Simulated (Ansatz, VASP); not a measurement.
# Cross-check of KTaO3 between VASP and Ansatz, part 2 of 2

One calculation is typed for both programs; each brings its own data sets. How far apart do they land? The cell is taken from a series of VASP runs on this material, whose earlier steps may have relaxed, scaled or displaced it; both programs get it as it stands. Valence electrons are named where the data sets of a main pair hold unlike numbers.

VASP 6.6.1 and Ansatz 0.2.0.

So far: Starting point; Ansatz: band structure, HSE06.

### 3. VASP: band structure, HSE06

Level of this step: HSE06; plane waves and PAW (Ta_pv, K_sv, O) (VASP).

The same cell, functional, mesh and smearing now go to VASP, with its own data sets.

Lines of VASP's logs that name or quote its potential files are left out, and so is its time.

The run reads the wave functions of an earlier VASP run, which isn't shown here.

Input file INCAR:

```
SYSTEM = KTaO3
PREC = Accurate
ENCUT = 460
EDIFF = 1E-06
NELM = 100
ISMEAR = 0
SIGMA = 0.03
LREAL = .FALSE.
ALGO = Normal
LHFCALC = .TRUE.
AEXX = 0.25
GGA = PE
HFSCREEN = 0.2
LASPH = .TRUE.
NBANDS = 25
PRECFOCK = Fast
LORBIT = 11
LWAVE = .FALSE.
LCHARG = .FALSE.
KPAR = 4
```

Input file POSCAR:

```
KTaO3
1.0
    3.9883000000      0.0000000000      0.0000000000
    0.0000000000      3.9883000000      0.0000000000
    0.0000000000      0.0000000000      3.9883000000
Ta K O
1 1 3
Direct
    0.0000000000      0.0000000000      0.0000000000
    0.5000000000      0.5000000000      0.5000000000
    0.0000000000      0.0000000000      0.5000000000
    0.0000000000      0.5000000000      0.0000000000
    0.5000000000      0.0000000000      0.0000000000
```

Input file KPOINTS:

```
Automatic mesh
0
Gamma
4 4 4
0 0 0
```

Input file KPOINTS_OPT:

```
Line mode
8
Line-mode
Reciprocal
  0.00000000   0.00000000   0.00000000 GAMMA
  0.00000000   0.50000000   0.00000000 X

  0.00000000   0.50000000   0.00000000 X
  0.50000000   0.50000000   0.00000000 M

  0.50000000   0.50000000   0.00000000 M
  0.00000000   0.00000000   0.00000000 GAMMA

  0.00000000   0.00000000   0.00000000 GAMMA
  0.50000000   0.50000000   0.50000000 R

  0.50000000   0.50000000   0.50000000 R
  0.00000000   0.50000000   0.00000000 X

  0.50000000   0.50000000   0.00000000 M
  0.50000000   0.50000000   0.50000000 R
```

Potentials, in the order of the species: Ta_pv, K_sv and O (PBE family, release 64).

Run with:

```sh
mpirun -np 4 vasp_std
```

Numbers of over 12 decimals in the logs are rounded to 6 here.

The log of the run:

```text
[banner, memory and clock lines left out]
running    4 mpi-ranks, on    1 nodes
 distrk:  each k-point on    1 cores,    4 groups
 distr:  one band on    1 cores,    1 groups

 POSCAR found type information on POSCAR TaK O
 POSCAR found :  3 types and       5 ions
 LDA part: xc-table for (Slater+PW92), standard interpolation
 found WAVECAR, reading the header
 POSCAR, INCAR and KPOINTS ok, starting setup
 FFT: planning ... GRIDC
 FFT: planning ... GRID_SOFT
 FFT: planning ... GRID
 reading WAVECAR
 the WAVECAR file was read successfully
 initial charge from wavefunction
 entering main loop
       N       E                     dE             d eps       ncg     rms          rms(c)
DAV:   1    -0.495783534511E+02   -0.49578E+02   -0.23338E+00   504   0.126E+01    0.353E+00
DAV:   2    -0.494790089589E+02    0.99344E-01   -0.26147E-01   663   0.457E+00    0.177E+00
DAV:   3    -0.494822101996E+02   -0.32012E-02   -0.78001E-02   625   0.181E+00    0.111E+00
DAV:   4    -0.494811661097E+02    0.10441E-02   -0.43405E-03   675   0.605E-01    0.689E-01
DAV:   5    -0.494806526510E+02    0.51346E-03   -0.34236E-03   602   0.410E-01    0.427E-01
DAV:   6    -0.494806371365E+02    0.15515E-04   -0.16277E-04   732   0.994E-02    0.262E-01
DAV:   7    -0.494805942800E+02    0.42856E-04   -0.71815E-05   660   0.584E-02    0.156E-01
DAV:   8    -0.494805917594E+02    0.25206E-05   -0.12107E-05   635   0.298E-02    0.928E-02
DAV:   9    -0.494805905525E+02    0.12069E-05   -0.37027E-06   579   0.198E-02    0.556E-02
DAV:  10    -0.494805905203E+02    0.32209E-07   -0.11424E-06   418   0.113E-02
   1 F= -.49480591E+02 E0= -.49480591E+02  d E =-.140769E-16
 Start KPOINTS_OPT (optional k-point list driver)
k-point batch [1-10\48]
       N       E                     dE             ncg
DAV:   1    -0.798874017132E+03   -0.58749E+04      500
DAV:   2    -0.432681959506E+04   -0.35279E+04      589
DAV:   3    -0.464727074165E+04   -0.32045E+03      743
DAV:   4    -0.465859292905E+04   -0.11322E+02      774
DAV:   5    -0.465886886183E+04   -0.27593E+00      728
DAV:   6    -0.465887751604E+04   -0.86542E-02      727
DAV:   7    -0.465887775227E+04   -0.23623E-03      719
DAV:   8    -0.465887775681E+04   -0.45407E-05      639
DAV:   9    -0.465887775695E+04   -0.13568E-06      472
[...]
k-point batch [41-48\48]
       N       E                     dE             ncg
DAV:   1     0.128762844957E+04   -0.11381E+05      400
DAV:   2    -0.154123600107E+04   -0.28289E+04      436
DAV:   3    -0.177503812328E+04   -0.23380E+03      648
DAV:   4    -0.178326648290E+04   -0.82284E+01      526
DAV:   5    -0.178344822740E+04   -0.18174E+00      654
DAV:   6    -0.178345205310E+04   -0.38257E-02      557
DAV:   7    -0.178345212616E+04   -0.73059E-04      591
DAV:   8    -0.178345212823E+04   -0.20668E-05      415
DAV:   9    -0.178345212829E+04   -0.63044E-07      384
```

Parts of OUTCAR (step 3):

```text
ion  position               nearest neighbor table
   1  0.000  0.000  0.000-   3 1.99   4 1.99   5 1.99   3 1.99   4 1.99   5 1.99   2 3.45   2 3.45
                             2 3.45   2 3.45   2 3.45   2 3.45   2 3.45   2 3.45
   2  0.500  0.500  0.500-   3 2.82   4 2.82   5 2.82   4 2.82   5 2.82   3 2.82   5 2.82   5 2.82
                             3 2.82   4 2.82   4 2.82   3 2.82   1 3.45   1 3.45   1 3.45   1 3.45
   3  0.000  0.000  0.500-   1 1.99   1 1.99   2 2.82   2 2.82   2 2.82   2 2.82
   4  0.000  0.500  0.000-   1 1.99   1 1.99   2 2.82   2 2.82   2 2.82   2 2.82
   5  0.500  0.000  0.000-   1 1.99   1 1.99   2 2.82   2 2.82   2 2.82   2 2.82

  LATTYP: Found a simple cubic cell.
 ALAT       =     3.9883000000

 Subroutine GETGRP returns: Found 48 space group operations
 (whereof 48 operations were pure point group operations)

The static configuration has the point symmetry O_h .

 Found     10 irreducible k-points:

   k-points           NKPTS =     10   k-points in BZ     NKDIM =     64   number of bands    NBANDS=     25

   dimension x,y,z NGX =    28 NGY =   28 NGZ =   28
   dimension x,y,z NGXF=    56 NGYF=   56 NGZF=   56

   ENCUT  =  460.0 eV  33.81 Ry    5.81 a.u.   6.97  6.97  6.97*2*pi/ulx,y,z

   NELECT =      38.0000    total number of electrons

 k-points in reciprocal lattice and weights: Automatic mesh
   0.00000000  0.00000000  0.00000000       0.016
   0.25000000  0.00000000  0.00000000       0.094
   0.50000000  0.00000000  0.00000000       0.047
   0.25000000  0.25000000  0.00000000       0.188
   0.50000000  0.25000000  0.00000000       0.188
   0.50000000  0.50000000  0.00000000       0.047
   0.25000000  0.25000000  0.25000000       0.125
   0.50000000  0.25000000  0.25000000       0.188
   0.50000000  0.50000000  0.25000000       0.094
   0.50000000  0.50000000  0.50000000       0.016

  exchange ACFDT corr.  =         0.00000000  see jH, gK, PRB 81, 115126

 average (electrostatic) potential at core
       1 -36.5025       2 -27.8639       3 -65.6176       4 -65.6176       5 -65.6176

 E-fermi :   0.8568

 k-point     1 :       0.0000    0.0000    0.0000
  band No.  band energies     occupation
    ...
     15      -0.4467      2.00000
     16      -0.4467      2.00000
     17       0.0341      2.00000
     18       0.0341      2.00000
     19       0.0341      2.00000
     20       4.1944      0.00000
     21       4.1944      0.00000
     22       4.1944      0.00000
     23       8.9334      0.00000
     24       8.9334      0.00000
    ...

 k-point     2 :       0.2500    0.0000    0.0000
  band No.  band energies     occupation
    ...
     15      -1.1983      2.00000
     16      -1.0930      2.00000
     17      -0.6901      2.00000
     18      -0.1411      2.00000
     19      -0.1411      2.00000
     20       4.2744      0.00000
     21       5.7666      0.00000
     22       5.7666      0.00000
     23       8.9523      0.00000
     24       9.8312      0.00000
    ...

 k-point     3 :       0.5000    0.0000    0.0000
  band No.  band energies     occupation
    ...
     15      -1.8571      2.00000
     16      -1.6016      2.00000
     17      -0.9161      2.00000
     18      -0.2134      2.00000
     19      -0.2134      2.00000
     20       4.3580      0.00000
     21       7.2601      0.00000
     22       7.2601      0.00000
     23       8.9673      0.00000
     24      10.8757      0.00000
    ...

  energy-cutoff  :      460.00
  volume of cell :       63.44
      direct lattice vectors                 reciprocal lattice vectors
     3.988300000  0.000000000  0.000000000     0.250733395  0.000000000  0.000000000
     0.000000000  3.988300000  0.000000000     0.000000000  0.250733395  0.000000000
     0.000000000  0.000000000  3.988300000     0.000000000  0.000000000  0.250733395

 POSITION                                       TOTAL-FORCE (eV/Angst)
 -----------------------------------------------------------------------------------
      0.00000      0.00000      0.00000         0.000000      0.000000      0.000000
      1.99415      1.99415      1.99415         0.000000      0.000000      0.000000
      0.00000      0.00000      1.99415         0.000000      0.000000      0.000000
      0.00000      1.99415      0.00000         0.000000      0.000000      0.000000
      1.99415      0.00000      0.00000         0.000000      0.000000      0.000000
 -----------------------------------------------------------------------------------
    total drift:                                0.000000     -0.000000      0.000000

  FREE ENERGIE OF THE ION-ELECTRON SYSTEM (eV)
  ---------------------------------------------------
  free  energy   TOTEN  =       -49.4805905203 eV

  energy  without entropy=      -49.4805905203  energy(sigma->0) =      -49.48059052

 total charge
# of ion       s       p       d       tot
------------------------------------------
    1        0.350   6.376   1.929   8.654
    2        1.962   5.649   0.039   7.650
    3        1.573   3.558   0.000   5.131
    4        1.573   3.558   0.000   5.131
    5        1.573   3.558   0.000   5.131
--------------------------------------------------
tot          7.032  22.699   1.968  31.698

[... 3 further parts left out ...]
```

### 4. Differences

Known differences besides the potentials themselves: exact exchange at q = 0 is treated differently, which shows on coarse meshes; VASP keeps PBE cores, Ansatz makes them for the functional; the data sets hold 40 valence electrons in Ansatz (on its default PAW (the set named soft_2) files) and 38 in VASP; the cutoff is 420 eV in Ansatz and 460 eV in VASP; VASP takes a coarser grid for exact exchange (PRECFOCK = Fast). Total energies have different zeros and are not compared.

Compared:

```
                     quantity  Ansatz   VASP  difference
gap over the path points (eV)   3.592  3.506      +0.086
```

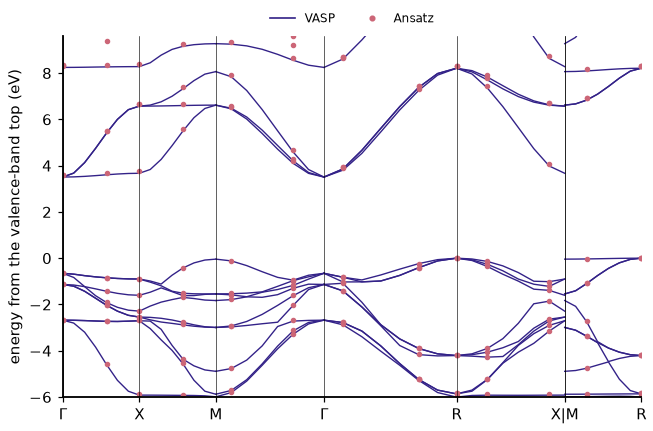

Bands from VASP (lines) and levels from Ansatz (dots). Dots without a line are higher empty bands that the VASP plot leaves out.

Levels at points of the path, from each program's valence-band top (eV; 4 filled, then empty):

```csv
k (reciprocal lattice),Ansatz,VASP
0.000 0.000 0.000,-1.13 -0.65 -0.65 -0.65 3.59 3.59 3.59,-1.14 -0.65 -0.65 -0.65 3.51 3.51 3.51
0.000 0.286 0.000,-1.91 -1.42 -0.84 -0.84 3.69 5.48 5.48,-1.92 -1.43 -0.85 -0.85 3.60 5.41 5.41
0.000 0.500 0.000,-2.28 -1.60 -0.90 -0.90 3.76 6.65 6.65,-2.29 -1.60 -0.90 -0.90 3.67 6.57 6.57
0.286 0.500 0.000,-1.68 -1.60 -1.51 -0.42 5.58 6.67 7.40,-1.70 -1.62 -1.52 -0.42 5.50 6.60 7.32
0.429 0.429 0.000,-1.77 -1.58 -1.53 -0.12 6.53 6.56 7.92,-1.79 -1.59 -1.54 -0.12 6.46 6.48 7.84
0.143 0.143 0.000,-1.30 -1.17 -0.97 -0.94 4.18 4.29 4.67,-1.30 -1.18 -0.97 -0.95 4.10 4.21 4.59
0.071 0.071 0.071,-1.08 -1.02 -0.82 -0.82 3.89 3.94 3.94,-1.08 -1.03 -0.82 -0.82 3.80 3.86 3.86
0.357 0.357 0.357,-3.88 -0.41 -0.41 -0.23 7.33 7.46 7.46,-3.90 -0.41 -0.41 -0.24 7.25 7.38 7.38
0.500 0.500 0.500,-4.18 0.00 0.00 0.00 8.29 8.29 8.29,-4.21 0.00 0.00 0.00 8.21 8.21 8.21
0.357 0.500 0.357,-3.88 -0.36 -0.26 -0.14 7.43 7.78 7.91,-3.90 -0.36 -0.26 -0.14 7.35 7.70 7.83
```

Among the levels compared at these points, filled levels agree within 27 meV and empty ones within 88 meV.

### 5. Summary of results

```json
{
  "largest difference of a filled level at the path points (band structure, HSE06)": "27 meV",
  "difference in gap over the path points (band structure, HSE06)": "0.086 eV"
}
```

**Reading.** The difference in gap over the path points is 0.086 eV (band structure, HSE06), beyond the 0.08 eV picked in this series as the mark of a large difference. The data sets hold unlike numbers of valence electrons (40 in Ansatz and 38 in VASP), so part of the differences comes from the potentials. How closely two codes agree says nothing of how well the functional describes the real material.

[Lines on the potential files, build, host, timing and source positions are cut from VASP's logs without a mark.]

[Logs are printed without paths, hosts, clocks, repeated set-up lines and the standing remarks that a program may print on its own settings, such as how far it seeks lower states.]

[Hosts, paths, dates, database ids (printed as entryN), source tags and the programs' standing remarks are cut or masked in the printed files.]
